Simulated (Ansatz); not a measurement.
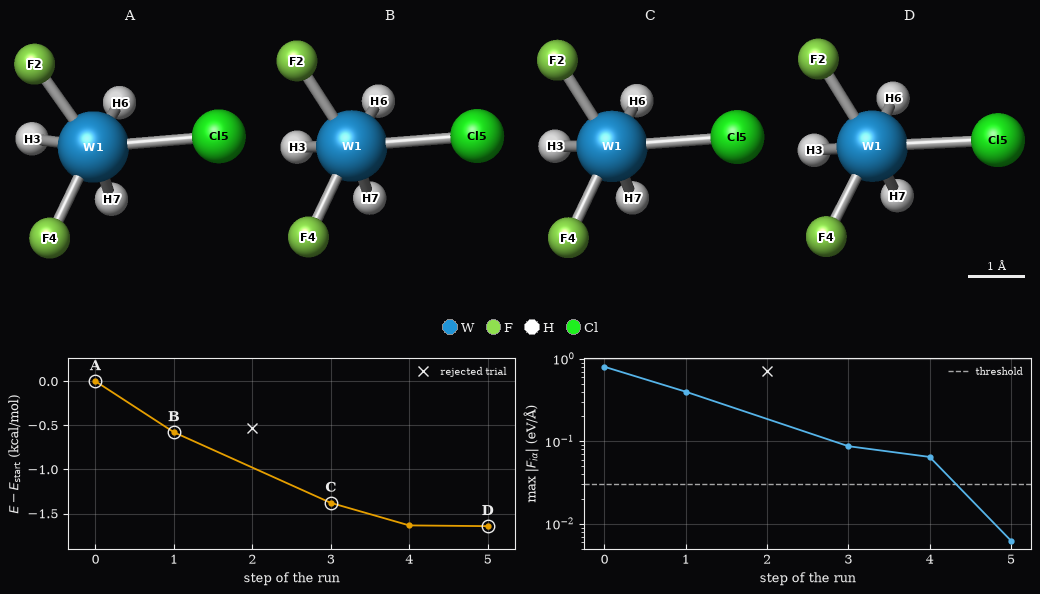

Frames of a relaxation of WH₃ClF₂, marked on the history of the run. The picture is a ball-and-stick view, seen face on.

The run prepares an end point of a later path (reaction) calculation, from a guessed geometry.

Computed with Ansatz 0.2.0, RKS PBE/def2-SVP.

Input
```yaml
crystal:
  periodic: [false, false, false]
  atoms:
    - { symbol: W, position_ang: [-0.140147, 0.281729, 0.379796] }
    - { symbol: F, position_ang: [0.605138, -0.151905, 2.03079] }
    - { symbol: H, position_ang: [1.442811, -0.254177, 0.066077] }
    - { symbol: F, position_ang: [0.306172, 2.010087, -0.225222] }
    - { symbol: Cl, position_ang: [-2.291137, -0.399094, -0.014723] }
    - { symbol: H, position_ang: [0.12213, -1.322913, -0.065307] }
    - { symbol: H, position_ang: [0.224633, -0.033727, -1.231911] }
basis:
  gaussian: { orbitals: def2-SVP }
hamiltonian:
  xc: pbe
relax:
  f_tol: 0.03
  max_steps: 50
output:
  orbitals: {}
```

Command:
```bash
ansatz run input.yaml --threads 2 --pin off --max-ram 3072MiB --backend cpu --events-out ev --progress --plain --runs-dir out
```

> Describe the path.

Over 4 accepted moves (5 points after the start) the energy falls by 1.64 kcal/mol. Largest force component: 0.8 eV/Å at the start, 0.0062 eV/Å at the end. The line search rejected the trial step at point 2 of the run. The atom that moves furthest after the best rigid fit is H3 (0.21 Å). By element the largest moves are H 0.21 Å, F 0.12 Å, Cl 0.07 Å, W 0.03 Å. Among the contacts that change: W1–H3 1.700 → 1.679 Å, W1–F2 1.863 → 1.884 Å, W1–Cl5 2.290 → 2.286 Å. Bond angles that change, for instance: F2–W1–H3 73.6° → 83.5°, H3–W1–F4 90.5° → 83.7°, Cl5–W1–H7 89.0° → 83.0°. From step 0 to 1: H3 moves most (0.19 Å), energy −0.58 kcal/mol. From step 1 to 3: H3 moves most (0.06 Å), energy −0.80 kcal/mol. From step 3 to 5: H7 moves most (0.10 Å), energy −0.26 kcal/mol.
